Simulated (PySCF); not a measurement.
Input file:

```
mol = gto.M(atom='''
Ce    -0.00000    -0.00000    -0.53145
O      1.57254    -0.03438     0.52636
H      2.37348    -0.05267     1.10451
O     -1.57254     0.03438     0.52636
H     -2.37348     0.05267     1.10451''',
    basis={'Ce': 'def2-SVP', 'O': 'def2-SVP', 'H': 'def2-SVP'},
    ecp={'Ce': 'def2-SVP'},
    charge=2, spin=0)
mf = dft.RKS(mol, xc='PBE0')
mf.grids.atom_grid = (75, 302)  # f atoms: at least (60, 302), unpruned
mf = mf.density_fit()  # Ce def2-universal-JKFIT, O def2-universal-JKFIT, H def2-universal-JKFIT
mf.conv_tol = 1e-09; mf.max_cycle = 55
mf.kernel(dm0)
```

Run with:

```sh
OMP_NUM_THREADS=2 python run.py
```

All numbers below come from RKS PBE0, Ce def2-SVP with ECP28, O def2-SVP, H def2-SVP; non-relativistic Hamiltonian with scalar-relativistic core potentials where named; density fitting (PySCF).

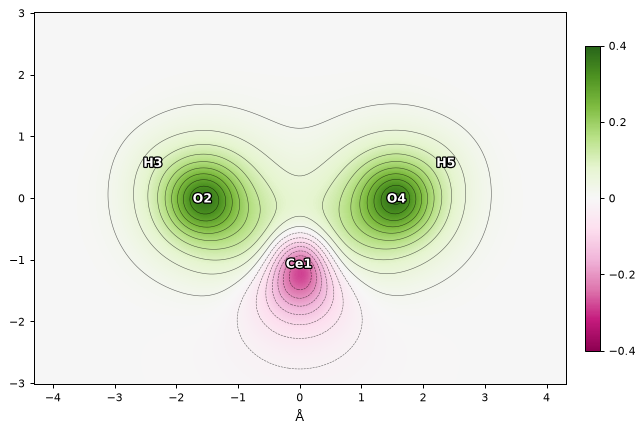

CeH2O2 (charge +2). The HOMO−1 on a plane 0.8 Å above the molecular plane (values in Å⁻³ᐟ²; the overall sign is arbitrary).

Question: Where does this orbital lie, and at what energy?

Answer: By Hirshfeld shares it lies mainly on O2 (about 40 %), O4 (about 40 %) and Ce1 (about 20 %); it changes sign across the molecular plane (π type); π-antibonding (a node) across Ce1–O2 and Ce1–O4. Its energy is −21.70 eV.
